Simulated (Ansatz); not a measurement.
CHOS (charge +1)

| atom | x (Å) | y (Å) | z (Å) |
| --- | --- | --- | --- |
| C | -0.0249 | 0.7558 | 0.4347 |
| O | 0.0809 | 1.6512 | 1.0996 |
| S | -0.1377 | -0.5029 | -0.6162 |
| H | -0.7048 | -1.2709 | 0.3559 |

Geometry: PBE0-D4/def2-TZVP.

Theory: isolated molecule in a Gaussian basis; Kohn-Sham density functional theory, functional PBE0 in Ansatz 0.2.0.

### Predict the electron density and electron localisation function between the atoms.

C–O (1.12 Å): the density is about 4.2 e/Å³ at the midpoint; the ELF peaks at about 0.85 between the atoms; a short, multiple covalent bond.
C–S (1.64 Å): the density is about 1.6 e/Å³ at the midpoint; the ELF peaks at about 0.90 between the atoms; a covalent bond.
S–H (1.36 Å): ρ at the midpoint is about 1.5 e/Å³; the ELF climbs to about 1 towards the hydrogen, as it does in any bond to H (a covalent bond by its length).

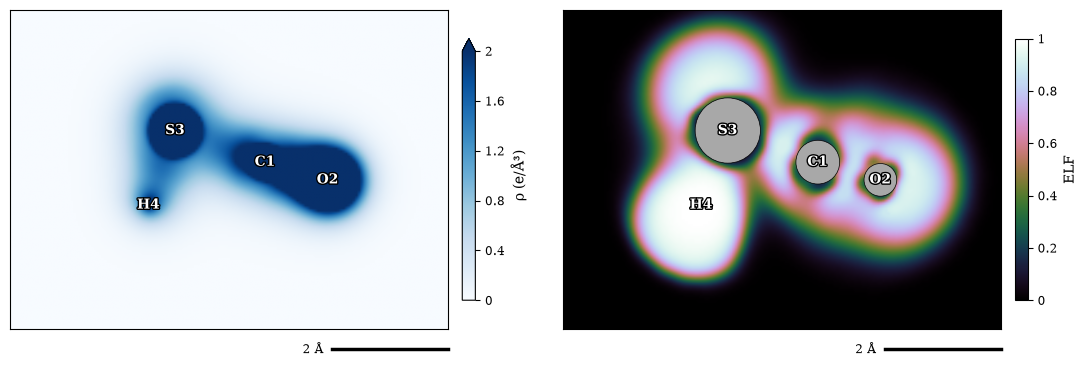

Computed electron density and electron localisation function on the molecular plane, in this order. Grey discs cover the atomic cores in the ELF map. 
